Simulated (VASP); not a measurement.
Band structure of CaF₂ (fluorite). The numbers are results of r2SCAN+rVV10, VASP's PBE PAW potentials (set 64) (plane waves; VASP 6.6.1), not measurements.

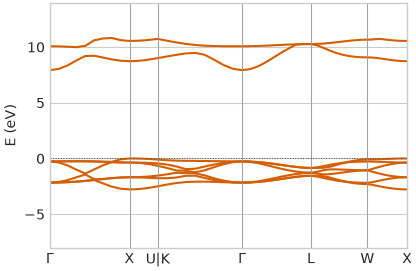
Figure. Bands along high-symmetry lines, zero at the valence-band maximum or, without a gap, the Fermi level

### Question
Read the plot: is there a gap, and where are the band edges?

### Answer
The gap is indirect, 7.93 eV, from the valence maximum at X to the conduction minimum at Γ.

Measured: gap 11.80 eV (computed value off by -3.87 eV), as given by E. Cadelano et al., The European Physical Journal B (2011), arXiv:1107.5962.

The compound is CaF2 in the fluorite structure. It was relaxed first.
